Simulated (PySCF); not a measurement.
C8H7NO, SMILES c1c[nH]c(-c2ccco2)c1, GFN2-xTB optimised geometry. Atoms within 1.6 Å of the plane z = 0.0 Å (x, y, z in Å): C1 (-0.73, -2.95, 0.00), C2 (0.64, -2.95, 0.00), N3 (1.07, -1.66, 0.00), C4 (-0.01, -0.83, 0.00), C5 (0.14, 0.60, 0.00), C6 (-0.79, 1.61, 0.00), C7 (-0.05, 2.82, 0.00), C8 (1.26, 2.47, 0.00), O9 (1.39, 1.13, 0.00), C10 (-1.15, -1.61, 0.00), H11 (-1.36, -3.81, 0.00), H12 (1.33, -3.77, 0.00), H13 (2.02, -1.35, 0.00), H14 (-1.85, 1.50, 0.00), H15 (-0.45, 3.81, 0.00), H16 (2.16, 3.05, 0.00), H17 (-2.16, -1.26, 0.00).

Computed with PBE0/def2-SVP (PySCF). Cells within 0.4 Å of a nucleus heavier than hydrogen are left out (blank, or x).

Map of the electrostatic potential (hartree/e), clipped to [-0.08, 0.12] on the plane z = 0.0 Å:

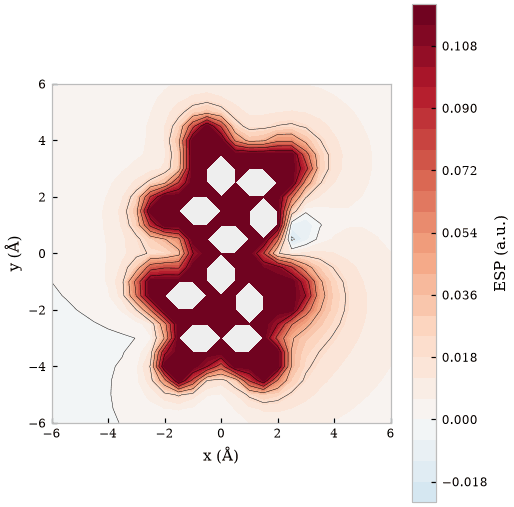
*Electrostatic potential (hartree/e), clipped to [-0.08, 0.12] on the plane z = 0.0 Å.*
